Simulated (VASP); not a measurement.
Band structure of LaS (relaxed from the NiAs type structure, space group P6_3/mmc). Method: PBE GGA, VASP's PBE PAW potentials (set 64) (plane waves; VASP).

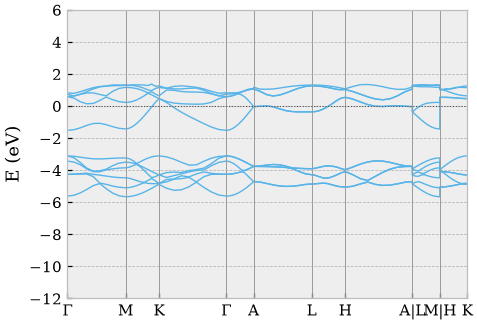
Figure: Bands along high-symmetry lines, zero at the valence-band maximum or, without a gap, the Fermi level

### Question
Read the plot: is there a gap, and where are the band edges?

### Answer
It has no gap at this level: it comes out as a metal or semimetal. (Edges off the drawn lines would not show.)

The structure was generated: LaS was put into the NiAs type type (P6_3/mmc), which need not be its known phase. It was relaxed first, which changed the volume by -29 %.
